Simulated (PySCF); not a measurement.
C$_{6}$H$_{10}$NSi (SMILES C#C/C=C(\C)[SiH]NC) (doublet)

```yaml
atoms:
  - { symbol: C, position_ang: [-3.2894, 1.7045, 1.2779] }
  - { symbol: C, position_ang: [-2.2485, 1.3084, 0.8145] }
  - { symbol: C, position_ang: [-1.0287, 0.8748, 0.2943] }
  - { symbol: C, position_ang: [-0.7646, -0.4093, -0.0994] }
  - { symbol: C, position_ang: [-1.8498, -1.4516, -0.0370] }
  - { symbol: Si, position_ang: [0.8171, -0.8711, -0.8990] }
  - { symbol: N, position_ang: [2.1464, 0.1956, -1.0916] }
  - { symbol: C, position_ang: [3.2142, 0.3093, -0.1219] }
  - { symbol: H, position_ang: [-4.1950, 2.0488, 1.6790] }
  - { symbol: H, position_ang: [-0.2524, 1.6292, 0.2402] }
  - { symbol: H, position_ang: [-2.3110, -1.5849, -1.0159] }
  - { symbol: H, position_ang: [-1.4480, -2.4145, 0.2738] }
  - { symbol: H, position_ang: [-2.6242, -1.1472, 0.6635] }
  - { symbol: H, position_ang: [1.3136, -2.2322, -0.7885] }
  - { symbol: H, position_ang: [2.0118, 1.0580, -1.5973] }
  - { symbol: H, position_ang: [2.9901, 1.0385, 0.6647] }
  - { symbol: H, position_ang: [3.3697, -0.6591, 0.3484] }
  - { symbol: H, position_ang: [4.1400, 0.6092, -0.6173] }
```

Geometry: GFN2-xTB.

These are results of PySCF 2.14.0, density-fitted response routines, UKS B3LYP, pcH-1 on C H N Si, non-relativistic, mean-field spin-orbit, GIAO, not measurements.

### What will maps of the electron density, electron localisation function and spin density show?

C–C (1.21 Å): ρ at the midpoint is about 2.7 e/Å³; the ELF peaks at about 0.85 between the atoms (a short, multiple covalent bond).
Si–N (1.72 Å): the density is about 1.1 e/Å³ at the midpoint; the ELF peaks at about 0.90 between the atoms (a polar covalent bond).
C–Si (1.83 Å): ρ is about 1 e/Å³ halfway; the ELF peaks at about 0.95 between the atoms; localised, covalent bonding.
C–C (1.37 Å): ρ at the midpoint is about 2.1 e/Å³; the ELF peaks at about 0.95 between the atoms (localised, covalent bonding).
The unpaired spin (1 electron) lies mostly on Si6 (about 0.6), C3 (about 0.2) and C1 (about 0.1), in electrons by Hirshfeld's partition.

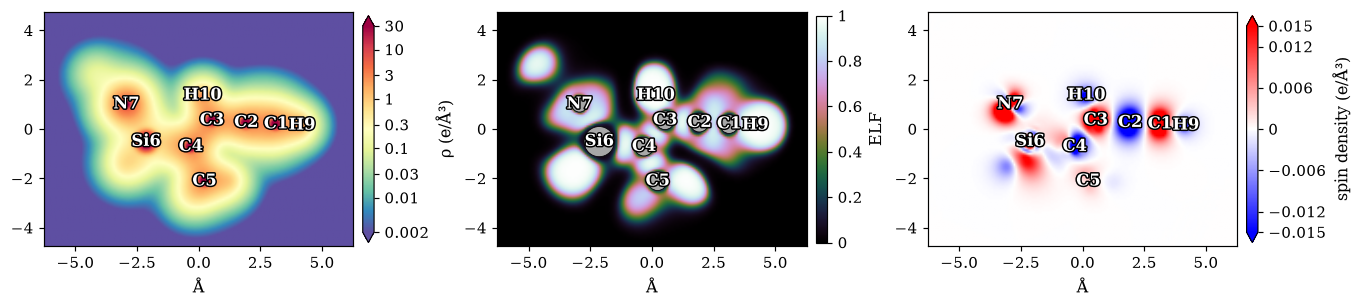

Computed electron density, electron localisation function and spin density on the plane of atoms C2, C3 and H10, in this order. Grey discs cover the atomic cores in the ELF map. 
